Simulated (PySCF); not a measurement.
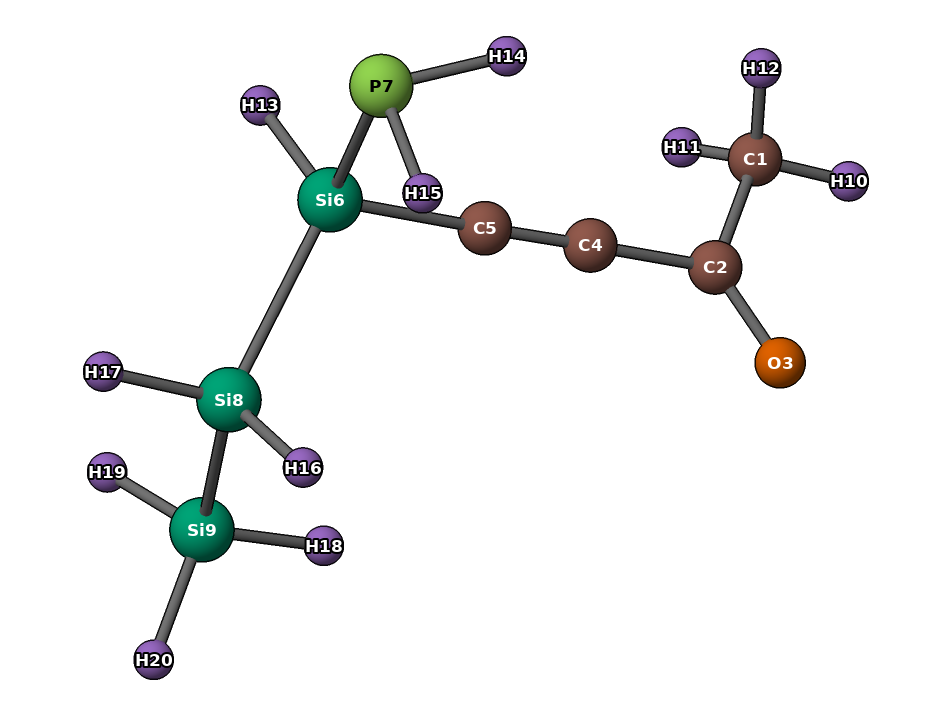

The questions are on isotropic NMR shieldings of the H atoms. Computed geometry: GFN2-xTB optimisation. No frequency run is at hand to confirm it as a minimum. Method: GIAO PBE0/pcSseg-1 NMR shielding, non-relativistic, gas phase (PySCF 2.14.0).

Give the isotropic NMR shieldings of the H atoms atom by atom.

```tsv
atom	σ (ppm)
H10	29.59
H11	29.25
H12	29.26
H13	27.08
H14	29.95
H15	30.12
H16	28.19
H17	28.24
H18	28.08
H19	28.21
H20	28.09
```

The geometry is semi-empirical. Around P, Si such bond lengths and angles can be off by a tenth of an ångström or more and by several degrees, and values that hang on the shape move with them.
